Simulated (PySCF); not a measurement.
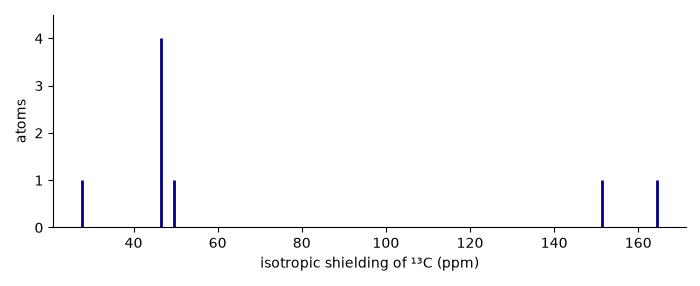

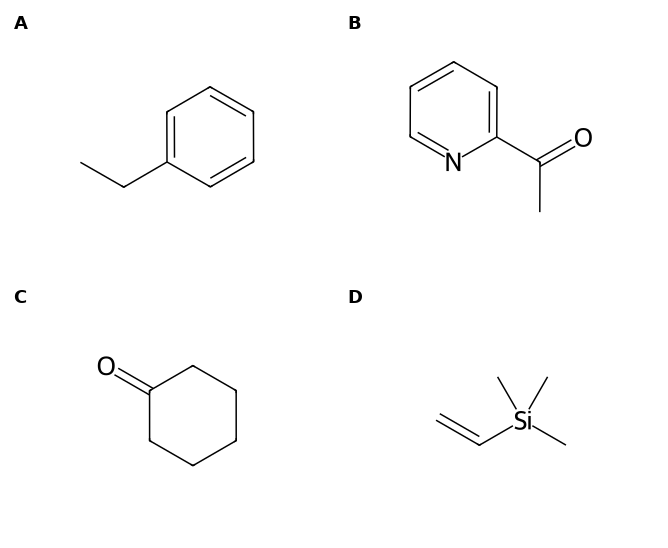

The sticks are computed shieldings of one of the molecules, for one fixed geometry (PBE0-D3(BJ)/def2-TZVP) without averaging over rotations. Low shielding means a high chemical shift. Method: GIAO ωB97X-D/pcSseg-2 NMR shielding, non-relativistic, gas phase (PySCF 2.14.0).

Question: Which molecule gives this pattern?

Answer: A, `CCc1ccccc1`. Its 8 C atoms give lines at 27.7, 46.5 (4 atoms), 49.7, 151.4, 164.5 ppm.
